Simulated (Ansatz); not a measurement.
The relaxed structure here is a generated cell of ZrO2: the first start was made by placing the elements on the sites of a structure type, and the end was not matched to a known phase here, so it may be hypothetical. Known forms of ZrO2 include space group No. 14, 137, 225.

The end point of a relaxation of ZrO2. Method: r2SCAN (plane waves to 500 eV, PAW, scalar-relativistic; Ansatz, an electronic-structure program).

Fd-3m, origin choice 1 (No. 227), cF24, AFLOW prototype A2B_cF24_227_c_a (C9, as in SiO2); a = b = c = 9.0454 Å, α = β = γ = 90.00°.

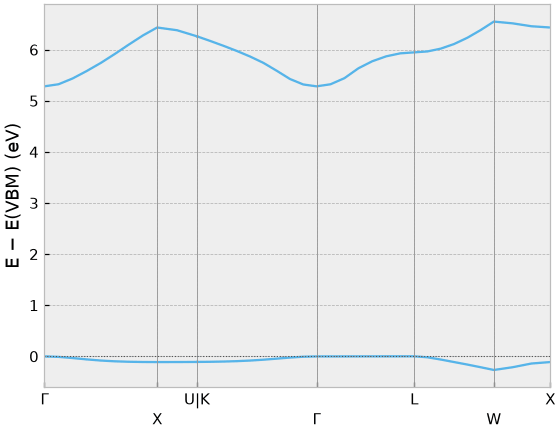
Fig. 1. Highest filled and lowest empty band along the path of this cell's Brillouin zone

Question: Read off the gap and say whether it is direct.

Answer: 5.28 eV, direct (no spin-orbit coupling).

Question: How far does the top valence band disperse along this path?

Answer: About 0.3 eV.

No spin polarisation in the result.

The run could not lose the symmetry of its start: the end is stationary, and may be a saddle point rather than a minimum.

All atoms sit on sites fixed by symmetry, so only the cell could relax.
